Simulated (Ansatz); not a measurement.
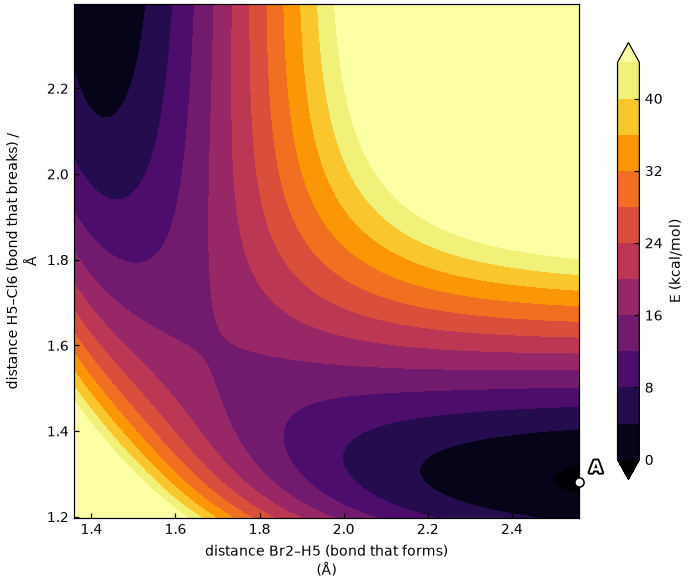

The reacting system AlBrClH₃ (fragments AlBrH₂ + ClH where the first distance is long, AlClH₂ + BrH where the second is long). Coordinates scanned: (1) distance Br2–H5 (bond that forms); (2) distance H5–Cl6 (bond that breaks). Relaxed at each point: all other coordinates. The scan uses a 13 × 13 grid. Points are written as (first, second). Energies are in kcal/mol, from the lowest grid point. The reference is spin-restricted, so regions where a bond is pulled apart into radicals lie too high. Computed with RHF/def2-SVP (Ansatz 0.2.0).

In the figure: filled contours, one colour for all values above the top of the scale, the point A. Between grid points the surface is interpolated.

**Find the lowest path from A to the other arm of the map, and its barrier.**

The easiest path runs from the side where the first distance is long, about (2.56 Å, 1.28 Å), to the side where the second distance is long, about (1.43 Å, 2.40 Å). Its highest point, at about (1.69 Å, 1.60 Å), lies about 16 kcal/mol above the start and 15 kcal/mol above the end on the interpolated surface. An end on the edge of the scan is no minimum, so the barrier from there is a lower bound.

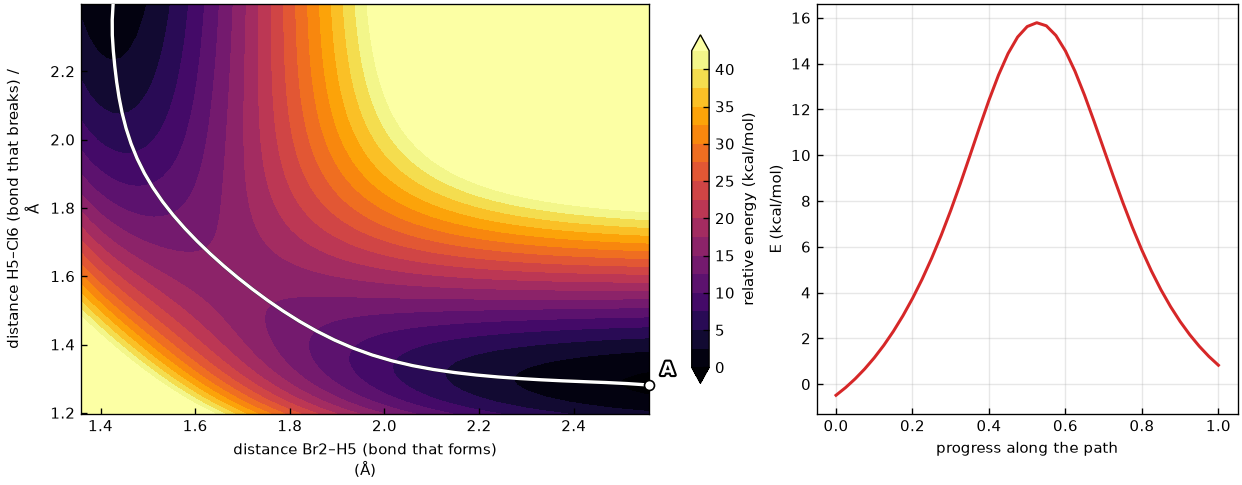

In the figure: filled contours, a line along the lowest path, one colour for all values above the top of the scale, the energy along the path at the right. Between grid points the surface is interpolated.
